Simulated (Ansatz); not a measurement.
Cost and result by functional for the surface energy of the (10-10) surface of wurtzite CdSe in its 1x1 cell (cut with top plane Cd + Se, bottom plane Cd + Se), outermost plane spacing 1.27 Å in the ideal cut, in Ansatz (plane waves, PAW). Single points on the PBE structure, on one kind of machine; costs are rough ratios of the slab run's core time (references not counted) to the cheapest single point. r2SCAN's cost holds its higher cutoff (500 against 420 eV). Differences are taken against HSE06 for comparison alone: no measured value is at hand, so the table doesn't rank accuracy. HSE06 ran on a coarser k-mesh, which lowers its cost and carries part of its shift.

Set-up: 16 atoms, Cd8Se8, 12.7 Å thick at the start; mesh 6x4x1; 0.025 eV smearing; dipole correction on; all atoms relaxed; held to the start's symmetry, so lower structures may exist; no spin, no spin-orbit, no U. These notes are the PBE run's.

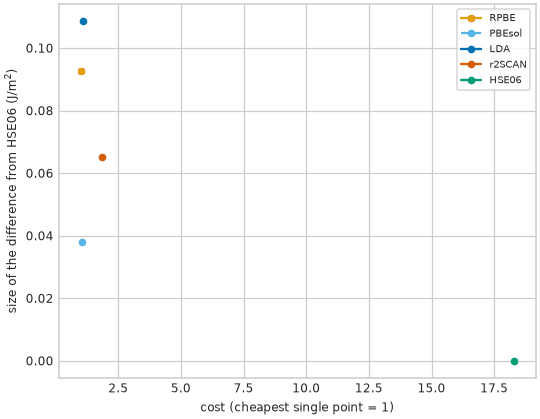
Figure: Difference from HSE06 against cost

```
functional                     relative cost  surface energy (J/m²)  less HSE06 (J/m²)
-----------------------------  -------------  ---------------------  -----------------
RPBE                                       1                   0.17              -0.09
PBEsol                                     1                   0.30               0.04
LDA                                        1                   0.37               0.11
r2SCAN                                     2                   0.32               0.07
HSE06                                     20                   0.26               0.00
PBE (the relaxed run's value)              –                   0.24              -0.02
```

The values span 0.20 J/m², while the single points' costs differ by a factor of roughly 20. Differences are of unrounded values.

Ansatz is a quantum-chemistry and plane-wave program.
